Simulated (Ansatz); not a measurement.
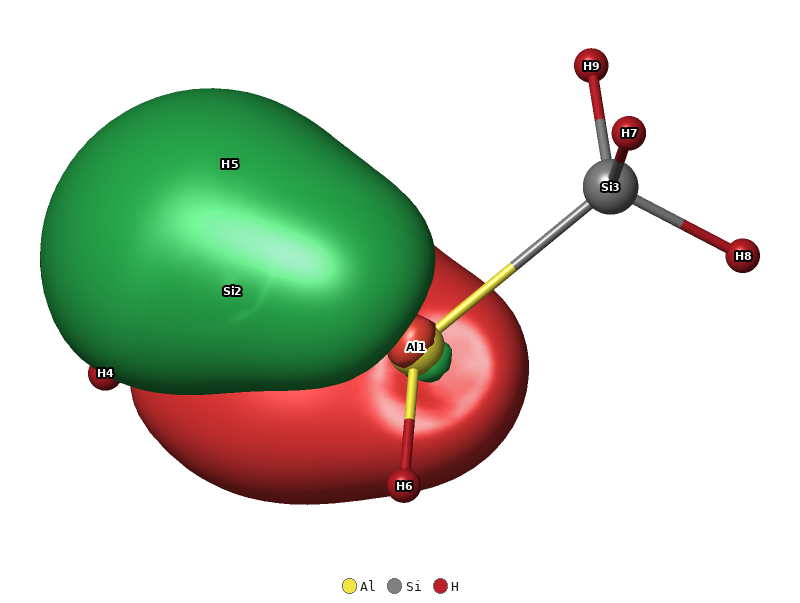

The picture shows: AlH6Si2 (doublet). One frontier orbital at ±0.08 Å⁻³ᐟ² (green and red are the two phases), seen at a tilt.

Geometry: B3LYP-D3(BJ)/def2-SVP.

All numbers below come from isolated molecule in a Gaussian basis; Kohn-Sham density functional theory, functional PBE0 (Ansatz).

The calculation's input:

```
basis:
  gaussian:
    orbitals: def2-TZVPD
crystal:
  periodic: [false, false, false]
  atoms:
    - symbol: Al
      position_ang: [2.109472, -1.479851, -1.462843]
    - symbol: Si
      position_ang: [-0.195348, -2.046258, -1.603858]
    - symbol: Si
      position_ang: [2.868765, -0.277387, 0.535758]
    - symbol: H
      position_ang: [-0.864027, -2.771845, -2.724185]
    - symbol: H
      position_ang: [-1.201469, -1.715218, -0.552261]
    - symbol: H
      position_ang: [3.053247, -1.903179, -2.665314]
    - symbol: H
      position_ang: [3.922999, -1.049802, 1.266946]
    - symbol: H
      position_ang: [3.462518, 1.049983, 0.177554]
    - symbol: H
      position_ang: [1.744587, -0.028455, 1.490376]
magnetization:
  spin_polarized: true
  initial_magnetization: 1
hamiltonian:
  xc: {name: PBE0}
output:
  forces: true
  orbitals: {seedname: orbitals}
```

Run with:

```sh
ansatz run input.yaml --threads 2 --pin off --max-ram 4350MiB --events-out events.jsonl --progress --plain --runs-dir runs
```

Which orbital is it: HOMO (α) or LUMO (α)?

Answer. The HOMO (α), at −6.13 eV. Its weight (Hirshfeld) is mainly on Si2 (about 70 %) and Al1 (about 20 %).
